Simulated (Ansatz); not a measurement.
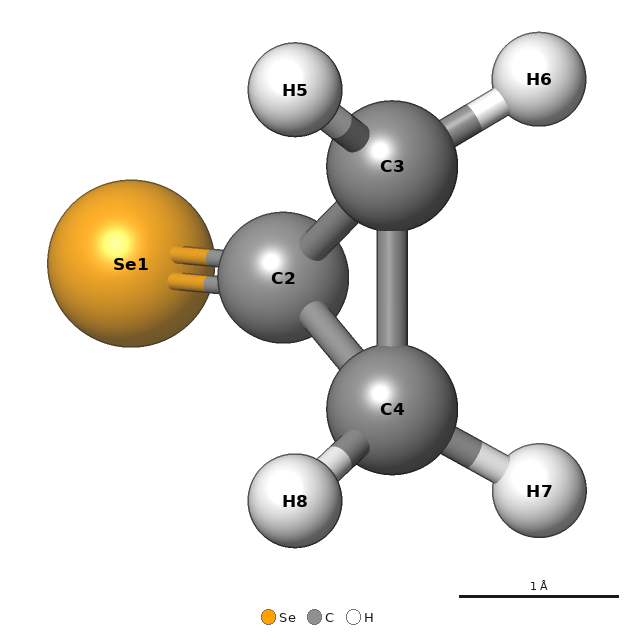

Computed geometry: PBE-D4/def2-SVP optimisation. No frequency run is at hand to confirm it as a minimum.

What are the angles Se1–C2–C3, C3–C2–C4, C2–C3–C4, C2–C3–H5, C4–C3–H5, H5–C3–H6?

```json
{"angle": "Se1–C2–C3", "degrees": "148.5"}
{"angle": "C3–C2–C4", "degrees": "63.1"}
{"angle": "C2–C3–C4", "degrees": "58.4"}
{"angle": "C2–C3–H5", "degrees": "118.3"}
{"angle": "C4–C3–H5", "degrees": "118.7"}
{"angle": "H5–C3–H6", "degrees": "113.6"}
```
